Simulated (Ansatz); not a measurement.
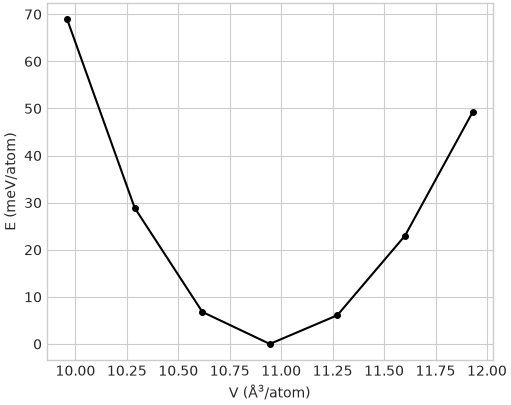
*CoSi in space group P-6m2 (No. 187; Co on 1a, Si on 1f) under volume change, PBEsol (plane waves, PAW; program Ansatz), shape and atoms relaxed at each volume.*

Q: What does a third-order Birch–Murnaghan fit give for V₀, B₀ and B′?

A: V₀ = 10.95 Å³/atom, B₀ = 209 GPa, B′ = 4.5.

A made-up cell: these elements were put on the sites of a structure type; neither database checked (COD, Materials Project) lists it. COD files the formula under space group No. 198, so this cell is another polymorph or a model. Whether it is the stable phase at ambient conditions was not checked. The cell was relaxed with PBEsol under the symmetry of its start; whether a distortion lowers the energy is not shown. The workflow began spin-polarised and lost its moments.

Potentials: the later of the program's two PAW sets.
